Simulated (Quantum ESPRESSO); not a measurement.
## MnAu2: energy against a fixed spin moment

Aim: the energy of MnAu2 as a function of the total spin moment of its primitive cell.

Program: Quantum ESPRESSO 7.5. Level of theory: PBEsol; plane waves with GBRV 1.5 PBEsol potentials, no spin-orbit coupling. Results are calculated unless marked as measured.

### Step 1. Set-up

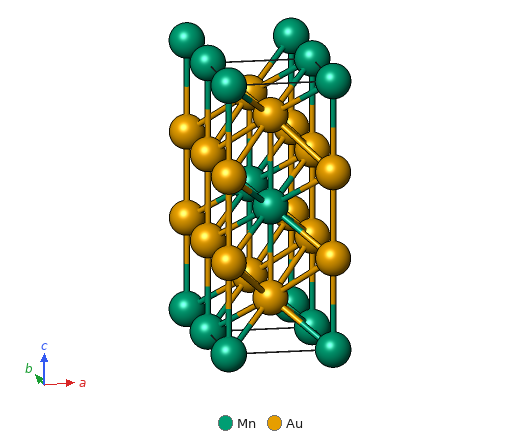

The starting structure, seen slightly off an axis (manganese teal, gold orange). 1×2×1 cells are drawn. This picture shows the conventional cell, with its axes. Some periodic images of atoms are drawn too.

As a file:

```cif
data_structure
_symmetry_space_group_name_H-M 'I4/mmm'
_symmetry_Int_Tables_number 139
_cell_length_a 3.3882
_cell_length_b 3.3882
_cell_length_c 8.7553
_cell_angle_alpha 90.000
_cell_angle_beta 90.000
_cell_angle_gamma 90.000
_cell_volume 100.51
loop_
_atom_site_label
_atom_site_type_symbol
_atom_site_symmetry_multiplicity
_atom_site_Wyckoff_symbol
_atom_site_fract_x
_atom_site_fract_y
_atom_site_fract_z
_atom_site_occupancy
Mn1 Mn 2 a 0.00000 0.00000 0.00000 1
Au1 Au 4 e 0.50000 0.50000 0.16033 1
```

The cell comes from Materials Project 2023-11-01, a database of computed structures, and need not be the stable phase.

### Step 2. The free run

pw.in

```
&CONTROL
  calculation = 'scf'
  prefix = 'pwscf'
  outdir = './tmp'
  pseudo_dir = './pseudo'
  disk_io = 'nowf'
/
&SYSTEM
  ibrav = 0
  celldm(1) = 8
  nat = 3
  ntyp = 2
  ecutwfc = 40
  ecutrho = 280
  nbnd = 28
  occupations = 'smearing'
  smearing = 'fd'
  degauss = 0.00734986
  nspin = 2
  starting_magnetization(1) = 0.2333
  starting_magnetization(2) = 0
/
&ELECTRONS
  conv_thr = 6d-09
  electron_maxstep = 150
  mixing_beta = 0.3
/
ATOMIC_SPECIES
Mn     54.9380 mn_pbesol_v1.5.uspp.F.UPF
Au    196.9666 au_pbesol_v1.uspp.F.UPF
CELL_PARAMETERS alat
  -0.4001773610746    0.4001773610746    1.0340716702279
   0.4001773610746   -0.4001773610746    1.0340716702279
   0.4001773610746    0.4001773610746   -1.0340716702279
ATOMIC_POSITIONS crystal
Mn      0.0000000000    0.0000000000    0.0000000000
Au      0.6603277800    0.6603277800    0.0000000000
Au      0.3396722200    0.3396722200    0.0000000000
K_POINTS automatic
12 12 12 0 0 0
```

The run is started by

```bash
$ OMP_NUM_THREADS=1 mpirun -n 2 pw.x -nk 2 -in pw.in > pw.out
```

The program printed:

```text
Program PWSCF v.7.5 starts

     Message from routine setup:
     using ibrav=0 with symmetry is DISCOURAGED, use correct ibrav instead

     K-points division:     npool     =       2
     Subspace diagonalization in iterative solution of the eigenvalue problem:

     G-vector sticks info
     --------------------
     sticks:   dense  smooth     PW     G-vecs:    dense   smooth      PW
     Sum        1681     943    363                26877    11525    2669

     Using Slab Decomposition

     bravais-lattice index     =            0
     lattice parameter (alat)  =       8.0000  a.u.
     unit-cell volume          =     339.1452 (a.u.)^3
     number of atoms/cell      =            3
     number of atomic types    =            2
     number of electrons       =        37.00
     number of Kohn-Sham states=           28
     kinetic-energy cutoff     =      40.0000  Ry
     charge density cutoff     =     280.0000  Ry
     scf convergence threshold =      6.0E-09
     mixing beta               =       0.3000
     number of iterations used =            8  plain     mixing
     Exchange-correlation= SLA  PW   PSX  PSC
                           (   1   4  10   8   0   0   0)

     celldm(1)=   8.000000  celldm(2)=   0.000000  celldm(3)=   0.000000
     celldm(4)=   0.000000  celldm(5)=   0.000000  celldm(6)=   0.000000

     crystal axes: (cart. coord. in units of alat)
               a(1) = (  -0.400177   0.400177   1.034072 )
               a(2) = (   0.400177  -0.400177   1.034072 )
               a(3) = (   0.400177   0.400177  -1.034072 )

     reciprocal axes: (cart. coord. in units 2 pi/alat)
               b(1) = ( -0.000000  1.249446  0.483525 )
               b(2) = (  1.249446 -0.000000  0.483525 )
               b(3) = (  1.249446  1.249446  0.000000 )

     PseudoPot. # 1 for Mn read from file:
     mn_pbesol_v1.5.uspp.F.UPF
     Pseudo is Ultrasoft + core correction, Zval = 15.0
     Generated by new atomic code, or converted to UPF format
     Using radial grid of  859 points,  6 beta functions with:
                l(1) =   0
                l(2) =   0
                l(3) =   1
                l(4) =   1
                l(5) =   2
                l(6) =   2
     Q(r) pseudized with  8 coefficients,  rinner =    0.950   0.950   0.950
                                                       0.950   0.950

     PseudoPot. # 2 for Au read from file:
     au_pbesol_v1.uspp.F.UPF
     Pseudo is Ultrasoft + core correction, Zval = 11.0
     Generated by new atomic code, or converted to UPF format
     Using radial grid of  985 points,  7 beta functions with:
                l(1) =   0
                l(2) =   0
                l(3) =   1
                l(4) =   1
                l(5) =   2
                l(6) =   2
                l(7) =   3
     Q(r) pseudized with  6 coefficients,  rinner =    1.900   1.900   1.900
                                                       1.900   1.900   1.900
                                                       1.900

     atomic species   valence    mass     pseudopotential
     Mn               15.00    54.93800     Mn( 1.00)
     Au               11.00   196.96660     Au( 1.00)

     Starting magnetic structure
     atomic species   magnetization
     Mn              0.233
     Au              0.000

     16 Sym. Ops., with inversion, found

   Cartesian axes

     site n.     atom                  positions (alat units)
         1        Mn     tau(   1) = (   0.0000000   0.0000000   0.0000000  )
         2        Au     tau(   2) = (   0.0000000   0.0000000   1.3656525  )
         3        Au     tau(   3) = (   0.0000000   0.0000000   0.7024908  )

     number of k points=   163  Fermi-Dirac smearing, width (Ry)=  0.0073

     Number of k-points >= 100: set verbosity='high' to print them.

     Dense  grid:    26877 G-vectors     FFT dimensions: (  54,  54,  54)

     Smooth grid:    11525 G-vectors     FFT dimensions: (  40,  40,  40)

     Check: negative core charge=   -0.000016
     Generating pointlists ...
     new r_m :   0.2706 (alat units)  2.1645 (a.u.) for type    1
     new r_m :   0.2706 (alat units)  2.1645 (a.u.) for type    2

     Initial potential from superposition of free atoms

     starting charge      36.4997, renormalised to      37.0000
     Starting wfcs are   31 randomized atomic wfcs

     Self-consistent Calculation

     iteration #  1     ecut=    40.00 Ry     beta= 0.30
     Davidson diagonalization with overlap
     ethr =  1.00E-02,  avg # of iterations =  4.0

     total energy              =    -440.38995361 Ry
     estimated scf accuracy    <       0.91912243 Ry

     total magnetization       =     3.67 Bohr mag/cell
     absolute magnetization    =     3.79 Bohr mag/cell

     iteration #  2     ecut=    40.00 Ry     beta= 0.30
     Davidson diagonalization with overlap
     ethr =  2.48E-03,  avg # of iterations =  2.0

     total energy              =    -440.49883269 Ry
     estimated scf accuracy    <       0.44624901 Ry

     total magnetization       =     3.80 Bohr mag/cell
     absolute magnetization    =     3.92 Bohr mag/cell

     iteration #  3     ecut=    40.00 Ry     beta= 0.30
     Davidson diagonalization with overlap
     ethr =  1.21E-03,  avg # of iterations =  1.6

     total energy              =    -440.57905191 Ry
     estimated scf accuracy    <       0.07260650 Ry

     total magnetization       =     3.88 Bohr mag/cell
     absolute magnetization    =     4.05 Bohr mag/cell

     [... further iterations left out ...]

     iteration #  9     ecut=    40.00 Ry     beta= 0.30
     Davidson diagonalization with overlap
     ethr =  1.07E-08,  avg # of iterations =  3.2

     negative rho (up, down):  0.000E+00 1.192E-04

     total energy              =    -440.59269464 Ry
     estimated scf accuracy    <       0.00000122 Ry

     total magnetization       =     4.04 Bohr mag/cell
     absolute magnetization    =     4.29 Bohr mag/cell

     iteration # 10     ecut=    40.00 Ry     beta= 0.30
     Davidson diagonalization with overlap
     ethr =  3.28E-09,  avg # of iterations =  2.2

     negative rho (up, down):  0.000E+00 1.193E-04

     total energy              =    -440.59269508 Ry
     estimated scf accuracy    <       0.00000004 Ry

     total magnetization       =     4.04 Bohr mag/cell
     absolute magnetization    =     4.30 Bohr mag/cell

     iteration # 11     ecut=    40.00 Ry     beta= 0.30
     Davidson diagonalization with overlap
     ethr =  1.06E-10,  avg # of iterations =  4.5

     negative rho (up, down):  0.000E+00 1.189E-04

     total energy              =    -440.59269513 Ry
     estimated scf accuracy    <       0.00000005 Ry

     total magnetization       =     4.04 Bohr mag/cell
     absolute magnetization    =     4.30 Bohr mag/cell

     iteration # 12     ecut=    40.00 Ry     beta= 0.30
     Davidson diagonalization with overlap
     ethr =  1.06E-10,  avg # of iterations =  2.0

     negative rho (up, down):  0.000E+00 1.189E-04

     Magnetic moment per site  (integrated on atomic sphere of radius R)
     atom   1 (R=0.271)  charge= 13.5810  magn=  3.8948
     atom   2 (R=0.271)  charge=  9.0915  magn=  0.0493
     atom   3 (R=0.271)  charge=  9.0915  magn=  0.0493

     End of self-consistent calculation

     Number of k-points >= 100: set verbosity='high' to print the bands.

     the Fermi energy is    14.7225 ev

!    total energy              =    -440.59269515 Ry
     estimated scf accuracy    <          8.1E-10 Ry
     smearing contrib. (-TS)   =      -0.00232764 Ry
     internal energy E=F+TS    =    -440.59036751 Ry

     The total energy is F=E-TS. E is the sum of the following terms:
     one-electron contribution =     -96.99175879 Ry
     hartree contribution      =      81.70242617 Ry
     xc contribution           =    -150.27329150 Ry
     ewald contribution        =    -275.02774338 Ry

     total magnetization       =     4.04 Bohr mag/cell
     absolute magnetization    =     4.30 Bohr mag/cell

     convergence has been achieved in  12 iterations

=------------------------------------------------------------------------------=
   JOB DONE.
=------------------------------------------------------------------------------=
```

Elapsed: 3.1 min, on 2 MPI ranks of Arm Neoverse V2, shared host; peak memory 0.41 GiB.

Spin moment in the atom's sphere by atom:

```tsv
atom	spin moment in the atom's sphere (μB)
Mn1	3.89
Au2	0.05
Au3	0.05
```

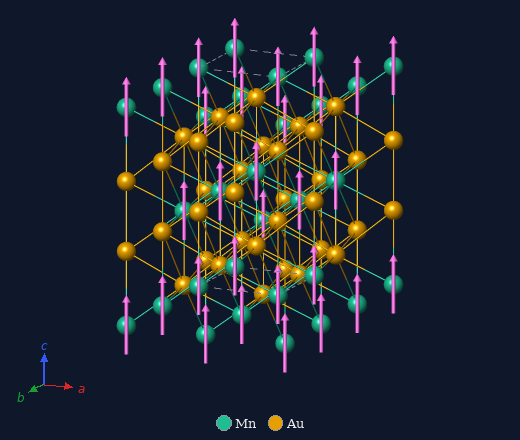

Spin moment in the atom's sphere as arrows, the longest 3.89 μB. Up and down stand for the sign. Arrows give size and sign along the axis of quantisation, drawn up and down the page. 2×3×1 conventional cells are drawn. Some periodic images of atoms are drawn too.

Read from the output:

```yaml
smearing_term_ts: 0.03167 eV
magnetization: 4.042 μB
absolute_magnetization: 4.297 μB
final_state: ferromagnetic
```

### Step 3. Moment fixed at 0 μB

The two spin channels are filled to separate Fermi energies, so that the total moment meets the target. Half of the up one less the down one is the slope dE/dM.

Changes to pw.in since step 2:

```diff
@@ -14,3 +14,3 @@
   ecutrho = 280
-  nbnd = 28
+  nbnd = 29
   occupations = 'smearing'
@@ -19,4 +19,5 @@
   nspin = 2
-  starting_magnetization(1) = 0.2333
+  starting_magnetization(1) = 0.0117
   starting_magnetization(2) = 0
+  tot_magnetization = 0
 /
```

The program printed:

```text
     [... lines left out ...]
Program PWSCF v.7.5 starts
     [... lines left out ...]
     number of atoms/cell      =            3
     [... lines left out ...]
     number of electrons       =        37.00 (up:  18.50, down:  18.50)
     number of Kohn-Sham states=           29
     kinetic-energy cutoff     =      40.0000  Ry
     charge density cutoff     =     280.0000  Ry
     scf convergence threshold =      6.0E-09
     [... lines left out ...]
     16 Sym. Ops., with inversion, found
     [... lines left out ...]
     number of k points=   163  Fermi-Dirac smearing, width (Ry)=  0.0073
     [... lines left out ...]
     iteration # 17     ecut=    40.00 Ry     beta= 0.30
     [... lines left out ...]
     Magnetic moment per site  (integrated on atomic sphere of radius R)
     atom   1 (R=0.271)  charge= 13.6392  magn=  0.0003
     atom   2 (R=0.271)  charge=  9.0585  magn= -0.0001
     atom   3 (R=0.271)  charge=  9.0585  magn= -0.0001
     [... lines left out ...]
     the spin up/dw Fermi energies are    14.4163   14.4163 ev
!    total energy              =    -440.45344192 Ry
     estimated scf accuracy    <          5.4E-09 Ry
     smearing contrib. (-TS)   =      -0.01994663 Ry
     [... lines left out ...]
     total magnetization       =     0.00 Bohr mag/cell
     absolute magnetization    =     0.01 Bohr mag/cell
     convergence has been achieved in  17 iterations
```

It took 4.2 min on 2 MPI ranks; peak memory 0.41 GiB.

Read from the output:

| Quantity | Value |
| --- | --- |
| magnetization | 0 μB |
| absolute magnetization | 0.005 μB |
| half the difference of the two Fermi energies | 0 meV |
| largest moment | 0 μB |

### Step 4. Moment fixed at 0.909 μB

Changes to pw.in since step 3:

```diff
@@ -14,3 +14,3 @@
   ecutrho = 280
-  nbnd = 29
+  nbnd = 30
   occupations = 'smearing'
@@ -19,5 +19,5 @@
   nspin = 2
-  starting_magnetization(1) = 0.0117
+  starting_magnetization(1) = 0.0606
   starting_magnetization(2) = 0
-  tot_magnetization = 0
+  tot_magnetization = 0.909
 /
```

The program printed:

```text
     [... lines left out ...]
Program PWSCF v.7.5 starts
     [... lines left out ...]
     number of atoms/cell      =            3
     [... lines left out ...]
     number of electrons       =        37.00 (up:  18.95, down:  18.05)
     number of Kohn-Sham states=           30
     kinetic-energy cutoff     =      40.0000  Ry
     charge density cutoff     =     280.0000  Ry
     scf convergence threshold =      6.0E-09
     [... lines left out ...]
     16 Sym. Ops., with inversion, found
     [... lines left out ...]
     number of k points=   163  Fermi-Dirac smearing, width (Ry)=  0.0073
     [... lines left out ...]
     iteration # 29     ecut=    40.00 Ry     beta= 0.30
     [... lines left out ...]
     Magnetic moment per site  (integrated on atomic sphere of radius R)
     atom   1 (R=0.271)  charge= 13.6349  magn=  1.0546
     atom   2 (R=0.271)  charge=  9.0616  magn= -0.0329
     atom   3 (R=0.271)  charge=  9.0616  magn= -0.0329
     [... lines left out ...]
     the spin up/dw Fermi energies are    14.1202   14.7468 ev
!    total energy              =    -440.46603927 Ry
     estimated scf accuracy    <          5.2E-09 Ry
     smearing contrib. (-TS)   =      -0.01592109 Ry
     [... lines left out ...]
     total magnetization       =     0.91 Bohr mag/cell
     absolute magnetization    =     1.24 Bohr mag/cell
     convergence has been achieved in  29 iterations
```

It took 7.7 min on 2 MPI ranks; peak memory 0.5 GiB.

Spin moment in the atom's sphere by atom:

```tsv
atom	spin moment in the atom's sphere (μB)
Mn1	1.05
Au2	-0.03
Au3	-0.03
```

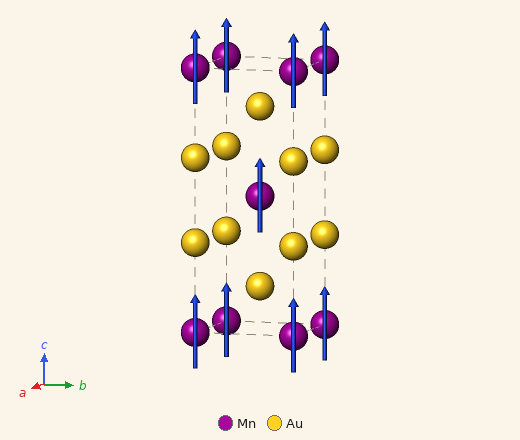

Spin moment in the atom's sphere as arrows, the longest 1.05 μB. Up and down stand for the sign. Arrows give size and sign along the axis of quantisation, drawn up and down the page. Some periodic images of atoms are drawn too.

Numbers from this step:

| Quantity | Value |
| --- | --- |
| magnetization | 0.909 μB |
| absolute magnetization | 1.244 μB |
| half the difference of the two Fermi energies | -313.3 meV |

### Step 5. Moment fixed at 1.819 μB

Changes to pw.in since step 4:

```diff
@@ -19,5 +19,5 @@
   nspin = 2
-  starting_magnetization(1) = 0.0606
+  starting_magnetization(1) = 0.1213
   starting_magnetization(2) = 0
-  tot_magnetization = 0.909
+  tot_magnetization = 1.819
 /
```

The program printed:

```text
     [... lines left out ...]
Program PWSCF v.7.5 starts
     [... lines left out ...]
     number of atoms/cell      =            3
     [... lines left out ...]
     number of electrons       =        37.00 (up:  19.41, down:  17.59)
     number of Kohn-Sham states=           30
     kinetic-energy cutoff     =      40.0000  Ry
     charge density cutoff     =     280.0000  Ry
     scf convergence threshold =      6.0E-09
     [... lines left out ...]
     16 Sym. Ops., with inversion, found
     [... lines left out ...]
     number of k points=   163  Fermi-Dirac smearing, width (Ry)=  0.0073
     [... lines left out ...]
     iteration # 18     ecut=    40.00 Ry     beta= 0.30
     [... lines left out ...]
     Magnetic moment per site  (integrated on atomic sphere of radius R)
     atom   1 (R=0.271)  charge= 13.6298  magn=  2.1052
     atom   2 (R=0.271)  charge=  9.0650  magn= -0.0709
     atom   3 (R=0.271)  charge=  9.0650  magn= -0.0709
     [... lines left out ...]
     the spin up/dw Fermi energies are    13.8817   15.1033 ev
!    total energy              =    -440.49750411 Ry
     estimated scf accuracy    <          3.4E-09 Ry
     smearing contrib. (-TS)   =      -0.01407676 Ry
     [... lines left out ...]
     total magnetization       =     1.82 Bohr mag/cell
     absolute magnetization    =     2.44 Bohr mag/cell
     convergence has been achieved in  18 iterations
```

The job ended after 4.6 min (2 MPI ranks; peak memory 0.52 GiB; 9.2 min of CPU time).

This step gave:

```yaml
magnetization: 1.819 μB
absolute_magnetization: 2.443 μB
half_the_difference_of_the_two_fermi_energies: -610.8 meV
largest_moment: 2.105 μB
```

### Step 6. What a mistake does

As a test, an input with a fault in it is run.

pw.in

```
&CONTROL
  calculation = 'scf'
  prefix = 'pwscf'
  outdir = './tmp'
  pseudo_dir = './pseudo'
  disk_io = 'nowf'
/
&SYSTEM
  ibrav = 0
  nat = 3
  ntyp = 2
  lda_plus_u = .true.
  Hubbard_U(1) = 4.0
  ecutwfc = 40
  ecutrho = 280
  nbnd = 28
  occupations = 'smearing'
  smearing = 'fd'
  degauss = 0.00734986
  nspin = 2
  starting_magnetization(1) = 0.2333
  starting_magnetization(2) = 0
/
&ELECTRONS
  conv_thr = 6d-09
  electron_maxstep = 100
  mixing_beta = 0.3
/
ATOMIC_SPECIES
Mn     54.9380 mn_pbesol_v1.5.uspp.F.UPF
Au    196.9666 au_pbesol_v1.uspp.F.UPF
CELL_PARAMETERS angstrom
  -1.6941179184    1.6941179184    4.3776572986
   1.6941179184   -1.6941179184    4.3776572986
   1.6941179184    1.6941179184   -4.3776572986
ATOMIC_POSITIONS crystal
Mn      0.0000000000    0.0000000000    0.0000000000
Au      0.6603277800    0.6603277800    0.0000000000
Au      0.3396722200    0.3396722200    0.0000000000
K_POINTS automatic
12 12 12 0 0 0
```

The program printed:

```text
     [... lines left out ...]
Program PWSCF v.7.5 starts
     [... lines left out ...]
     Error in routine  system_checkin (1):
     DFT+Hubbard input syntax has changed since v7.1
 %%%%%%%%%%%%%%%%%%%%%%%%%%%%%%%%%%%%%%%%%%%%%%%%%%%%%%%%%%%%%%%%%%%%%%%%%%%%%%
     stopping ...
```

The job ended after 0.48 s (2 MPI ranks; peak memory 0.05 GiB).

The input was rejected at the start.

The program's message: “system_checkin (1): DFT+Hubbard input syntax has changed since v7.1”

The fault put into the input: the old Hubbard keywords.

### Step 7. All moments

The runs not shown differ in the target, the start and the number of states alone. The point at 4.04 μB is the free run, entered with slope zero.

Energy over the lowest against total spin moment:

```tsv
total spin moment (μB a cell)	energy over the lowest (meV a cell)
0.00	1895
0.91	1723
1.82	1295
2.73	654
3.64	76.1
4.04	0
4.55	108
5.46	812
```

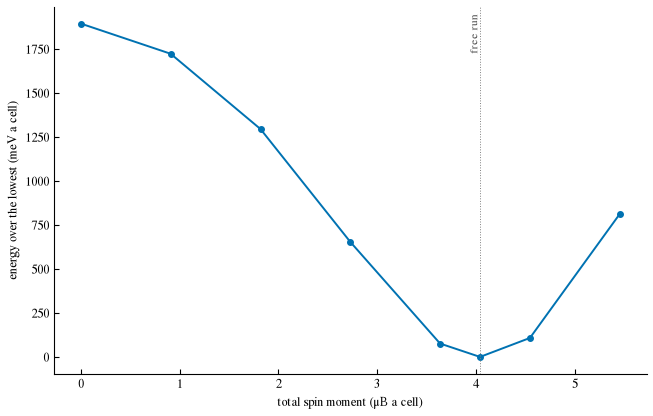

Energy over the lowest, plotted against total spin moment.

Table of dE/dM by total spin moment:

```tsv
total spin moment (μB a cell)	dE/dM (meV/μB)
0.00	0.00335
0.91	-313
1.82	-611
2.73	-762
3.64	-365
4.04	0
4.55	414
5.46	1169
```

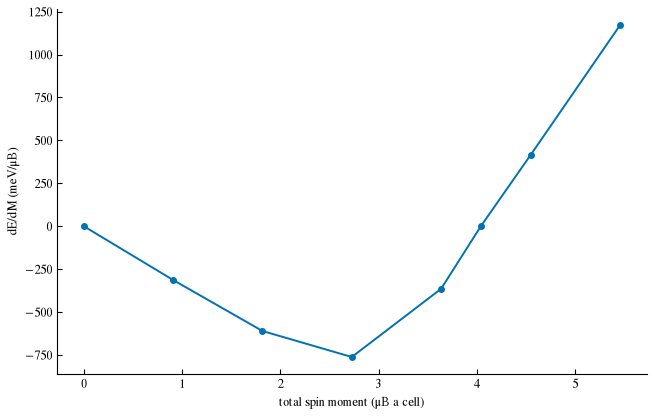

dE/dM, plotted against total spin moment.

Table of largest site moment by total spin moment:

```tsv
total spin moment (μB a cell)	largest site moment (μB)
0.00	3.0e-4
0.91	1.05
1.82	2.11
2.73	3.03
3.64	3.71
4.04	3.89
4.55	4.08
5.46	4.37
```

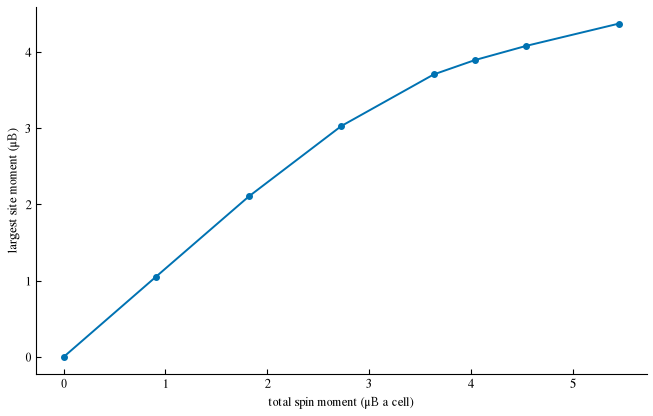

Largest site moment, plotted against total spin moment.

### Step 8. Summary of results

```yaml
moment_of_the_free_run: 4.04 μB a cell
energy_at_zero_total_moment: 1895 meV a cell over the lowest
delta_e_delta_m2_from_the_lowest_point_to_4p55_and_to_3p64_mu_b: 422 and 465 meV/μB²
```

At zero total moment the site moments vanish, so the 1895 meV a cell is the energy of forming them. The points show one minimum alone. The cell holds one seeded atom, so opposed orders, which may lie lower, cannot form in it. Energies are free energies at an electronic temperature of 1160 K, which lowers moments and differences where the moments are itinerant.

[Logs and program files are shortened in this print: banners, set-up blocks, solver, clock and traceback lines can be left out without a mark of their own.]

[Logs are printed without paths, hosts, clocks, repeated set-up lines and the standing remarks that a program may print on its own settings, such as how far it seeks lower states.]

[Hosts, paths, dates, database ids (printed as entryN), source tags and the programs' standing remarks are cut or masked in the printed files.]

[Where a cell is said to come from a database of computed structures, the database is the Materials Project.]
